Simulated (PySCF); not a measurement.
# C₈H₈: excited-state relaxation

Wanted: excited-state relaxation for C₈H₈ (`C=C1C=CC=CC=C1`).

Computed with PySCF 2.14.0 and routines of our own; the level stands in each step. Atoms count from 0.

## Step 1: The starting structure

16 atoms, charge 0, multiplicity 1; geometry from: GFN2-xTB.

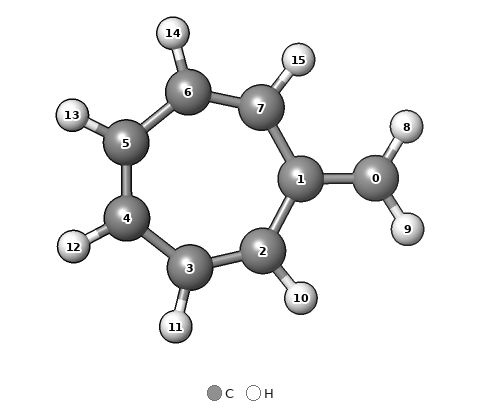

The starting geometry (carbon grey, hydrogen white).

## Step 2: Geometry optimisation at PBE0/def2-SV(P)

The job: settings as JSON, then the geometry in Å.

```
{"job": {"xc": "PBE0", "basis": "def2-SV(P)", "grid": 1, "kind": "geom"}, "charge": 0, "multiplicity": 1}
C     -2.541056    -0.240526     0.069171
C     -1.201823    -0.113356     0.032007
C     -0.392912    -1.309322    -0.135155
C      0.939889    -1.467541    -0.202278
C      1.982725    -0.483311    -0.129726
C      1.860514     0.849061     0.022466
C      0.656784     1.620338     0.155727
C     -0.624158     1.214154     0.161476
H     -3.188729     0.610201     0.190803
H     -3.023026    -1.198421    -0.021287
H     -0.989924    -2.211218    -0.216206
H      1.301056    -2.481195    -0.330842
H      2.986251    -0.882873    -0.210183
H      2.773968     1.430357     0.052479
H      0.827549     2.684501     0.269483
H     -1.374706     1.988094     0.280654
```

The run is started by

```sh
OMP_NUM_THREADS=1 python excited_run.py task.json out
```

One launch serves the whole session: the jobs run in the order shown.

What it wrote:

```text
step   0  E = -308.98408187  max force = 0.013015
step   1  E = -308.98624185  max force = 0.001688
step   2  E = -308.98625284  max force = 0.000216
optimisation converged
```

It took 29 s on 1 thread of Arm Neoverse N1, shared host; peak memory 0.55 GiB.

Step by step:

```
step  energy from step 0 (eV)  largest force component (eV/Å)
   0                   0.0000                          0.6693
   1                  -0.0588                          0.0868
   2                  -0.0591                          0.0111
```

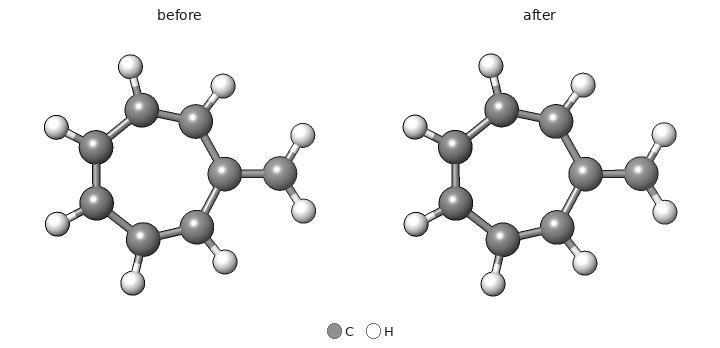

The geometry before (left) and after (right).

Distances of close pairs at the start and the end, largest changes first:

```
  bond  before (Å)  after (Å)  change (Å)
 C0–H8       1.076      1.095      +0.019
 C0–H9       1.076      1.095      +0.019
C4–H12       1.083      1.096      +0.013
C5–H13       1.083      1.096      +0.013
C3–H11       1.084      1.096      +0.013
C6–H14       1.084      1.096      +0.013
C2–H10       1.085      1.097      +0.012
C7–H15       1.085      1.097      +0.012
```

The next job starts from the end point, and lists it.

```
                         at the end point                value
  point group (found at 0.08 Å tolerance)                  C2v
rotational constants (GHz, main isotopes)  3.690, 1.995, 1.295
                        dipole moment (D)                 0.73
```

## Step 3: Excited-state relaxation: TDA PBE0/def2-SV(P)

The job: settings as JSON, then the geometry in Å.

```
{"job": {"kind": "xopt", "state": "S1", "method": "TDA", "freq": false, "xc": "PBE0", "basis": "def2-SV(P)", "grid": 1}, "charge": 0, "multiplicity": 1}
C     -2.489586    -0.287230     0.121741
C     -1.138977    -0.157211     0.081741
C     -0.315462    -1.355230    -0.087427
C      1.028798    -1.510585    -0.159512
C      2.083371    -0.523675    -0.090656
C      1.959259     0.817095     0.066676
C      0.742014     1.585594     0.203402
C     -0.549895     1.176635     0.208829
H     -3.141831     0.583370     0.246619
H     -2.970236    -1.266816     0.030429
H     -0.902521    -2.278343    -0.168068
H      1.377662    -2.541588    -0.290542
H      3.101075    -0.920706    -0.177000
H      2.886229     1.400795     0.095387
H      0.895477     2.664837     0.319704
H     -1.296331     1.971445     0.329051
```

Method: TDA PBE0/def2-SV(P) excited-state geometry optimisation, gas phase.

What it wrote:

```text
final grid: 61216 points
cycle   1  E = -308.9526819499  dE =  1.104e+00  |g| = 3.293e-01  |ddm| = 4.802e+00
cycle   2  E = -308.9576198867  dE = -4.938e-03  |g| = 3.128e-01  |ddm| = 9.073e-01
cycle   3  E = -308.9843856572  dE = -2.677e-02  |g| = 7.626e-02  |ddm| = 4.479e-01
cycle   4  E = -308.9856262058  dE = -1.241e-03  |g| = 4.503e-02  |ddm| = 1.500e-01
cycle   5  E = -308.9862377196  dE = -6.115e-04  |g| = 7.453e-03  |ddm| = 5.908e-02
cycle   6  E = -308.9862488533  dE = -1.113e-05  |g| = 3.739e-03  |ddm| = 1.309e-02
cycle   7  E = -308.9862527901  dE = -3.937e-06  |g| = 3.831e-04  |ddm| = 5.073e-03
cycle   8  E = -308.9862528296  dE = -3.949e-08  |g| = 2.234e-04  |ddm| = 6.653e-04
cycle   9  E = -308.9862528431  dE = -1.352e-08  |g| = 3.829e-05  |ddm| = 3.013e-04
cycle  10  E = -308.9862528436  dE = -4.763e-10  |g| = 1.724e-05  |ddm| = 7.658e-05
converged SCF energy = -308.9862528436

vertical S1 at the ground-state geometry: 2.7962 eV
step    E(state)/Eh    max force   excitation/eV  root
  0    -308.88326477   0.105622     2.7353      1
  1    -308.90147503   0.010106     1.6859      1
  2    -308.90275651   0.006834     1.7368      1
  3    -308.90289789   0.006691     1.6932      1
  4    -308.90324887   0.002272     1.6922      1
  5    -308.90324196   0.001662     1.6976      1
  6    -308.90327184   0.000415     1.6976      1
  7    -308.90327300   0.000521     1.6968      1
  8    -308.90327415   0.000375     1.6961      1
optimisation converged
vertical emission 1.6961 eV, adiabatic 2.2580 eV, Stokes shift 1.1001 eV, reorganisation 0.5383 (excited) and 0.5619 eV (ground)
```

Run time: 3 min. Hardware: 1 thread of Arm Neoverse N1, shared host; peak memory 0.86 GiB.

Key values:

```
                 quantity    value
  vertical absorption, S1  2.80 eV
     adiabatic energy, S1  2.26 eV
    vertical emission, S1  1.70 eV
         Stokes shift, S1  1.10 eV
geometry moved (RMSD), S1  0.029 Å
```

Bonds of the start that changed most:

```
 bond  start (Å)  end (Å)
C0–C1      1.357    1.427
C4–C5      1.356    1.422
C5–C6      1.446    1.382
C3–C4      1.446    1.383
C6–C7      1.355    1.414
C2–C3      1.355    1.414
```

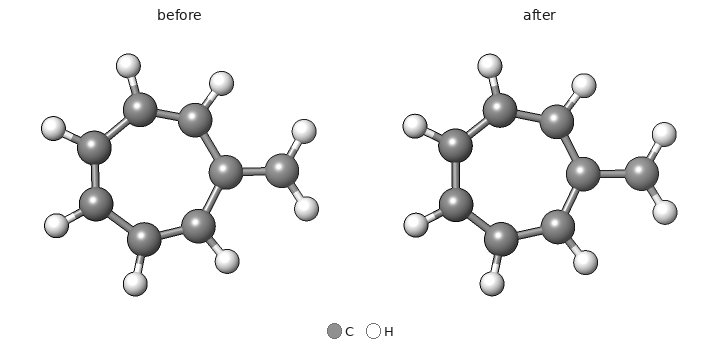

Before and after.

Orbitals, density, ELF and potential are computed afterwards from the orbital file.

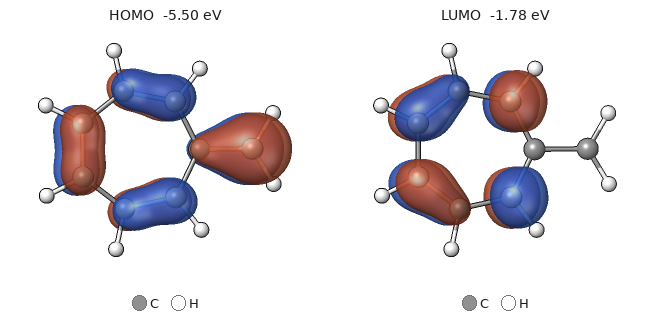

PBE0/def2-SV(P) orbitals near the gap, drawn at the value that encloses 70 % of each; the two colours are the two signs.

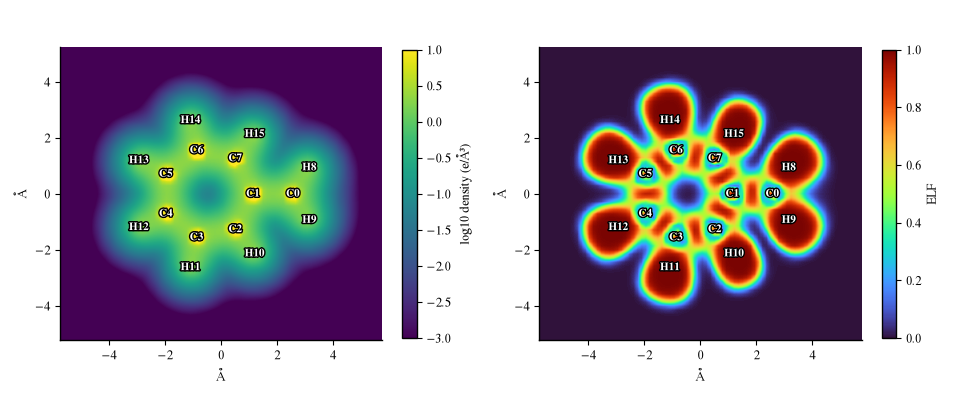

Density (left) and ELF (right) in a plane through or near 16 of the atoms.

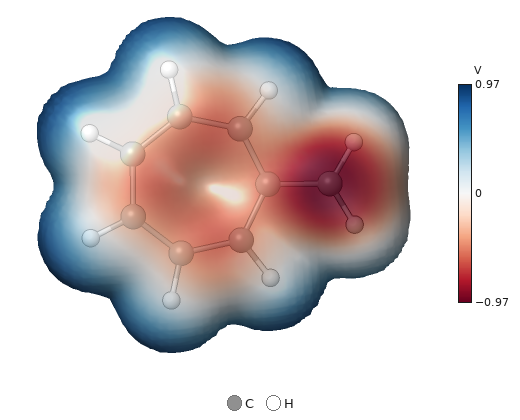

Electrostatic potential on the surface of density 0.002 e/bohr³; red is low, blue high. It runs, from the 1st to the 99th percentile, from -0.97 V near C0 to 0.85 V near H13.

## Step 4: Excited-state relaxation: UKS PBE0/def2-SV(P)

The job, as its differences from that of step 3:

```diff
@@ -1,2 +1,2 @@
-{"job": {"kind": "xopt", "state": "S1", "method": "TDA", "freq": false, "xc": "PBE0", "basis": "def2-SV(P)", "grid": 1}, "charge": 0, "multiplicity": 1}
+{"job": {"kind": "xopt", "state": "T1", "method": "UKS", "freq": false, "xc": "PBE0", "basis": "def2-SV(P)", "grid": 1}, "charge": 0, "multiplicity": 1}
 C     -2.489586    -0.287230     0.121741
```

Method: UKS PBE0/def2-SV(P) excited-state geometry optimisation, gas phase.

What it wrote:

```text
final grid: 61216 points
cycle   1  E = -308.9526819499  dE =  1.104e+00  |g| = 3.293e-01  |ddm| = 4.802e+00
cycle   2  E = -308.9576198867  dE = -4.938e-03  |g| = 3.128e-01  |ddm| = 9.073e-01
cycle   3  E = -308.9843856572  dE = -2.677e-02  |g| = 7.626e-02  |ddm| = 4.479e-01
cycle   4  E = -308.9856262058  dE = -1.241e-03  |g| = 4.503e-02  |ddm| = 1.500e-01
cycle   5  E = -308.9862377196  dE = -6.115e-04  |g| = 7.453e-03  |ddm| = 5.908e-02
cycle   6  E = -308.9862488533  dE = -1.113e-05  |g| = 3.739e-03  |ddm| = 1.309e-02
cycle   7  E = -308.9862527901  dE = -3.937e-06  |g| = 3.831e-04  |ddm| = 5.073e-03
cycle   8  E = -308.9862528296  dE = -3.949e-08  |g| = 2.234e-04  |ddm| = 6.653e-04
cycle   9  E = -308.9862528431  dE = -1.352e-08  |g| = 3.829e-05  |ddm| = 3.013e-04
cycle  10  E = -308.9862528436  dE = -4.763e-10  |g| = 1.724e-05  |ddm| = 7.658e-05
converged SCF energy = -308.9862528436

vertical T1 at the ground-state geometry: 1.7099 eV
step    E(state)/Eh    max force   <S^2>
  0    -308.92221582   0.141301    2.0488
  1    -308.94464861   0.018518    2.0581
  2    -308.94631156   0.007676    2.0607
  3    -308.94652289   0.004511    2.0598
  4    -308.94668285   0.003255    2.0595
  5    -308.94672179   0.000883    2.0596
  6    -308.94672880   0.001198    2.0597
  7    -308.94673479   0.000180    2.0596
optimisation converged
vertical emission 0.4424 eV, adiabatic 1.0753 eV, Stokes shift 1.2674 eV, reorganisation 0.6345 (excited) and 0.6329 eV (ground)
```

It took 2.5 min on 1 thread of Arm Neoverse N1, shared host; peak memory 0.64 GiB.

In short:

```
                                     quantity    value
vertical gap at the ground-state geometry, T1  1.71 eV
                         adiabatic energy, T1  1.08 eV
     vertical gap at the relaxed geometry, T1  0.44 eV
               difference of the two gaps, T1  1.27 eV
                    geometry moved (RMSD), T1  0.031 Å
```

Bonds of the start that changed most:

```
 bond  start (Å)  end (Å)
C4–C5      1.356    1.454
C3–C4      1.446    1.369
C5–C6      1.446    1.370
C2–C3      1.355    1.421
C6–C7      1.355    1.421
C0–C1      1.357    1.400
```

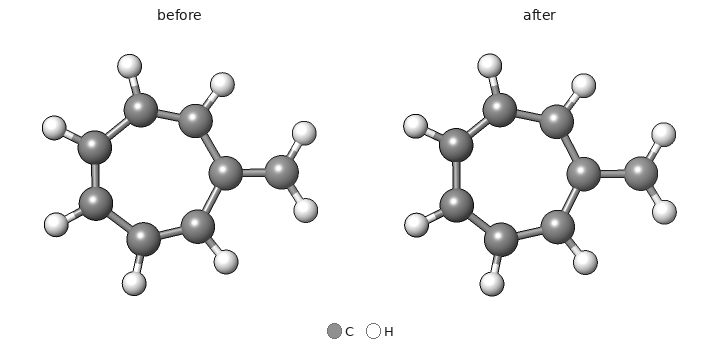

Before and after.

## Step 5: Outcome

| quantity | value |
| --- | --- |
| point group | C2v |
| rotational constants (main isotopes) | 3.69, 1.99, 1.29 GHz |
| vertical absorption, S1 (step 3, TDA PBE0/def2-SV(P)) | 2.80 eV |
| adiabatic energy, S1 (step 3, TDA PBE0/def2-SV(P)) | 2.26 eV |
| vertical emission, S1 (step 3, TDA PBE0/def2-SV(P)) | 1.70 eV |
| Stokes shift, S1 (step 3, TDA PBE0/def2-SV(P)) | 1.10 eV |
| surface potential, 1st and 99th percentile | -0.97 V and 0.85 V |
| vertical gap at the ground-state geometry, T1 (step 4, UKS PBE0/def2-SV(P)) | 1.71 eV |
| adiabatic energy, T1 (step 4, UKS PBE0/def2-SV(P)) | 1.08 eV |
| vertical gap at the relaxed geometry, T1 (step 4, UKS PBE0/def2-SV(P)) | 0.44 eV |
| difference of the two gaps, T1 (step 4, UKS PBE0/def2-SV(P)) | 1.27 eV |

**Reading.** Over 2 steps the energy fell by 0.059 eV; of the close pairs, C0–H8 changed most, 1.076 to 1.095 Å. No frequency check was run at this level, so the end point may be a saddle. Where no frequencies were run, the relaxed excited state may be a saddle. In step 3 (excited-state relaxation), among the bonds C0–C1 changes most, from 1.357 to 1.427 Å. At PBE0/def2-SV(P), counted by nearest atom on the grid, the HOMO lies on C0 32 %; 4 C atoms about 8 % each, the LUMO on C2, C7 about 21 % each; C4, C5 about 14 % each. In step 4 the gap at the relaxed geometry is under 0.8 eV, where a single closed-shell reference fails, so that gap and differences built on it are unreliable. In step 4 (excited-state relaxation), among the bonds C4–C5 changes most, from 1.356 to 1.454 Å. ΔSCF (UKS) and response values aren't on one footing and may follow different states, so their differences aren't method errors alone, and singlets and triplets from the two don't rank.
